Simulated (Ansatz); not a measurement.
# Sc3Ru: the cost of one run

Program: Ansatz 0.2.0. Level of theory: DFT PBE, scalar-relativistic, plane waves, PAW. These are calculated values, not measurements.

2 further runs of the same task are left out: 1 that didn't finish, 1 set aside as unsound or not needed.

## Step 1: The structure to begin with

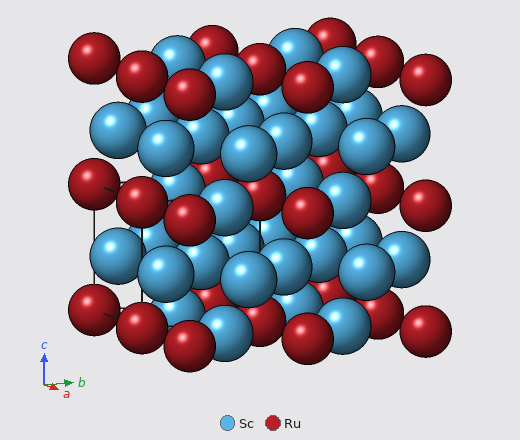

The starting structure, seen slightly off an axis (scandium blue, ruthenium red). 2×2×2 cells are drawn. Atoms on the faces are drawn again on the opposite ones.

Structure file:

```cif
data_structure
_symmetry_space_group_name_H-M 'Pm-3m'
_symmetry_Int_Tables_number 221
_cell_length_a 3.8177
_cell_length_b 3.8177
_cell_length_c 3.8177
_cell_angle_alpha 90.000
_cell_angle_beta 90.000
_cell_angle_gamma 90.000
_cell_volume 55.64
loop_
_atom_site_label
_atom_site_type_symbol
_atom_site_symmetry_multiplicity
_atom_site_Wyckoff_symbol
_atom_site_fract_x
_atom_site_fract_y
_atom_site_fract_z
_atom_site_occupancy
Sc1 Sc 3 c 0.00000 0.50000 0.50000 1
Ru1 Ru 1 a 0.00000 0.00000 0.00000 1
```

A structure generator made this guess: species swapped into a database cell of Ag3Pt (Pm-3m, No. 221), with Sc on the Ag sites and Ru on the Pt sites. Its size is a rough estimate.

## Step 2: The guess as it stands, on a coarse mesh

input.yaml

```yaml
crystal:
  lattice:
    - [3.81765273, 0.0, 0.0]
    - [0.0, 3.81765273, 0.0]
    - [0.0, 0.0, 3.81765273]
  atoms:
    - { symbol: Sc, position: [0.0, 0.5, 0.5] }
    - { symbol: Sc, position: [0.5, 0.0, 0.5] }
    - { symbol: Sc, position: [0.5, 0.5, 0.0] }
    - { symbol: Ru, position: [0.0, 0.0, 0.0] }
basis:
  ecutwfc: 420
kpoints:
  mp_grid: { grid: [4, 4, 4] }
hamiltonian:
  xc: pbe
scf:
  occupations: { method: gaussian, width: 0.1 }
  lower_state_search: "off"
output:
  forces: true
  stress: true
  eigenvalues: true
```

The run is started by

```
ansatz run input.yaml --threads 1 --pin off --max-ram 2560MiB --backend cpu --events-out ev --progress --plain --runs-dir out
```

Q: Estimate wall time and peak memory on 1 thread of Intel Xeon at 2.70GHz, shared host.

About 1.7 s, with a peak of 0.34 GiB.
